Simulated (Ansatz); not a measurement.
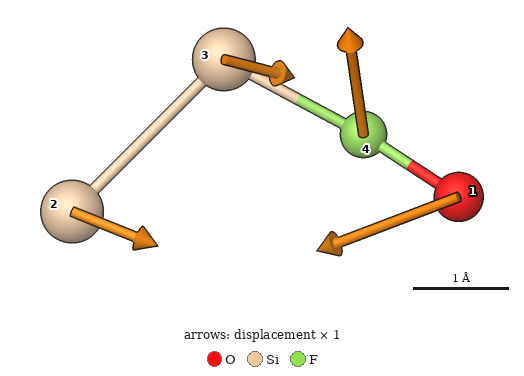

A relaxation of Si2OF (charge −1). The starting structure is drawn; orange arrows show the displacements, at their true length. The two geometries are superimposed by the best rigid fit.

Style: ball-and-stick. Shown face on.

It is one of the separated reactants of a reaction.

The calculation used RKS PBE-D4/def2-SVPD in Ansatz 0.2.0. Settings: force threshold 0.03 eV/Å; at most 250 steps.

Q: What did the optimiser do to the structure, and how much energy did it gain?

A: O1 moves most after the best rigid fit: 1.76 Å. Largest moves by element: O 1.76 Å, F 1.54 Å, Si 1.02 Å. Some distances before and after: O1–Si2 4.100 → 1.722 Å, O1–F4 1.260 → 2.744 Å, O1–Si3 2.888 → 1.851 Å, Si2–Si3 2.264 → 2.393 Å. New bonds form: O1–Si2 (4.10 → 1.72 Å). Bonds break: O1–F4 (1.26 → 2.74 Å). Among the angles between lasting bonds that change: Si2–Si3–F4 106.6° → 98.3°. Over 18 geometry steps the energy falls by 228.6 kcal/mol. The largest force component goes from 10 to 0.0062 eV/Å.
